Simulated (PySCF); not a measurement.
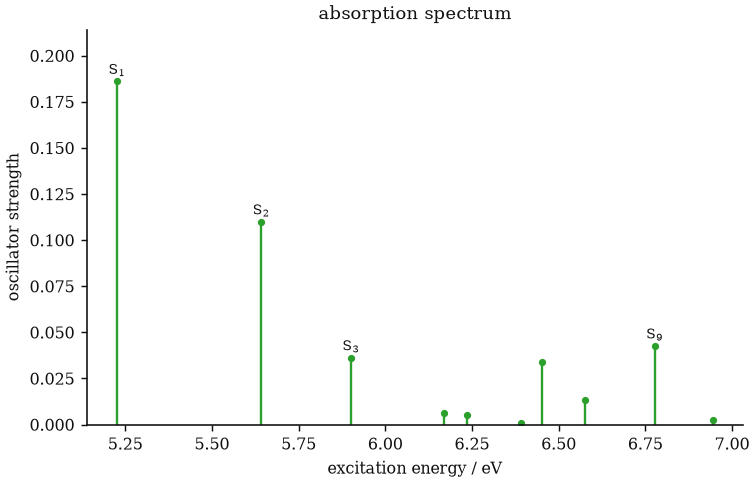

Vertical TDDFT excitations, CAM-B3LYP/def2-SVPD, PySCF 2.14.0, at a PBE0-D3(BJ)/def2-SVP geometry (no frequency check), gas phase. The lowest 10 singlet states are shown.

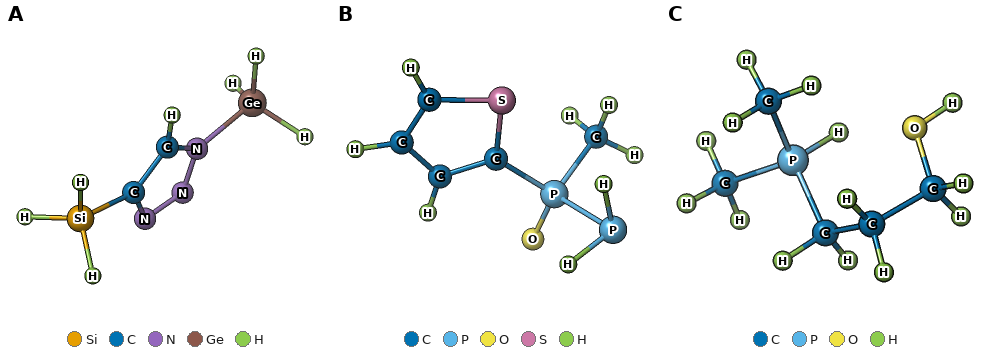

**Which molecule gives this spectrum? The candidates are drawn in the second picture. Charge and spin: A neutral singlet; B neutral singlet; C +1 singlet.**

Structure B, C₅H₈OP₂S, SMILES C[P@@](=O)(P)c1cccs1. Its lowest singlet lies at 5.23 eV (f = 0.186) and the brightest of those computed is S1 at 5.23 eV (237 nm), f = 0.186, mainly HOMO → LUMO (90 %).

Caveats: one conformer of a flexible molecule; core orbitals are frozen in the response.
